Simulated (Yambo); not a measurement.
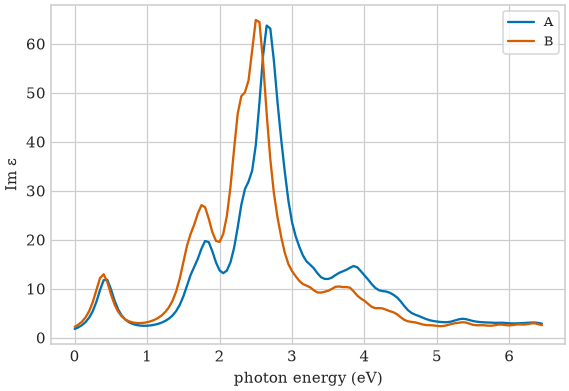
Fig. 1. Two computed absorption spectra of PbSe (rock salt, space group Fm-3m, No. 225) under isotropic strain of +0.5 % on all lattice vectors (Yambo, PBE bands with the same scissor, field along x)

**Question.** Which curve includes the electron-hole attraction (BSE)?

**Answer.** Curve B: the attraction moves weight to lower energy (centre of the plotted range 2.6 eV against 2.8 eV). Settings: 8×8×8 mesh, 3 valence and 3 conduction bands, static screening with 44 bands and a 4 Ry block, scissor 0.12 eV, Tamm-Dancoff. The scissor comes from a G0W0 run whose convergence isn't established. Broadening 0.15 eV. The band window holds all transitions up to 6.5 eV. On this mesh the peak heights and the fine structure are mesh artefacts; only the shift of weight is robust.

Spin-orbit coupling is not included.

Geometry strained from the cell relaxed with PBEsol, atoms relaxed again; primitive cell a = b = c = 4.332 Å, α = β = γ = 60.00°.

The potentials are those of PseudoDojo's stringent table.
